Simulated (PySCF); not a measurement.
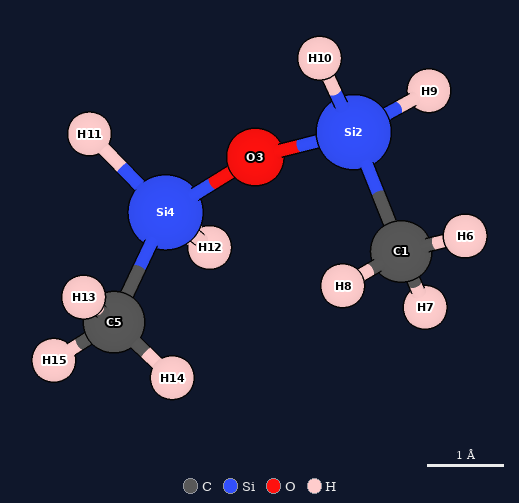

This is the input geometry for a relaxation of C$_{2}$H$_{10}$OSi$_{2}$. The picture is a ball-and-stick view, seen at a tilt.

The start comes from GFN2-xTB.

These are results of PBE0-D3(BJ)/def2-SVP geometry optimisation, gas phase (PySCF), not measurements.

```xyz
15

C    -2.0340    0.9661    0.2942
Si   -1.4510   -0.7261    0.9224
O     0.0220   -1.0623    0.3330
Si    1.4132   -1.0555   -0.5001
C     2.0687    0.7184   -0.6513
H    -2.9999    1.2318    0.7121
H    -2.1310    0.9792   -0.7883
H    -1.3312    1.7484    0.5691
H    -2.3241   -1.8017    0.4495
H    -1.2946   -0.7258    2.3785
H     2.3166   -1.9009    0.2805
H     1.1185   -1.6201   -1.8199
H     2.2567    1.1582    0.3246
H     1.3605    1.3615   -1.1679
H     3.0008    0.7447   -1.2076
```

What does the optimiser find from here?

Answer. The energy falls by 3.97 kcal/mol in 10 geometry steps. The atom that moves furthest after the best rigid fit is H7 (0.39 Å). By element the largest moves are H 0.39 Å, O 0.25 Å, C 0.19 Å, Si 0.05 Å. Among the contacts that change: O3–Si4 1.622 → 1.658 Å, Si2–H9 1.464 → 1.495 Å, Si4–H12 1.465 → 1.497 Å, Si2–H10 1.465 → 1.493 Å. Bond angles that change, for instance: Si2–O3–Si4 164.8° → 150.1°, H9–Si2–H10 112.6° → 108.8°, H11–Si4–H12 112.5° → 108.9°.

Step by step:

```
step  E − E(0), kcal/mol
   0                0.00
   1               -3.65
   2               -3.74
   3               -3.77
   4               -3.77
   5               -3.82
   6               -3.87
   7               -3.93
   8               -3.96
   9               -3.97
  10               -3.97
```

Final geometry:

```xyz
15

C    -1.8474    0.9739    0.3008
Si   -1.4576   -0.7441    0.9335
O     0.0917   -1.1847    0.5439
Si    1.4150   -1.0596   -0.4467
C     1.9078    0.7300   -0.6827
H    -2.8835    1.2501    0.5543
H    -1.7434    1.0260   -0.7945
H    -1.1759    1.7238    0.7470
H    -2.4121   -1.7300    0.3395
H    -1.5862   -0.7846    2.4205
H     2.5313   -1.8191    0.1893
H     1.1049   -1.6765   -1.7747
H     2.1250    1.2087    0.2848
H     1.1089    1.3030   -1.1785
H     2.8127    0.7989   -1.3076
```

After the run, drawn alike:

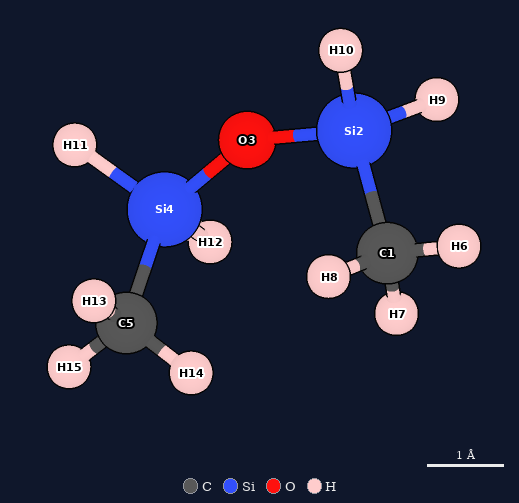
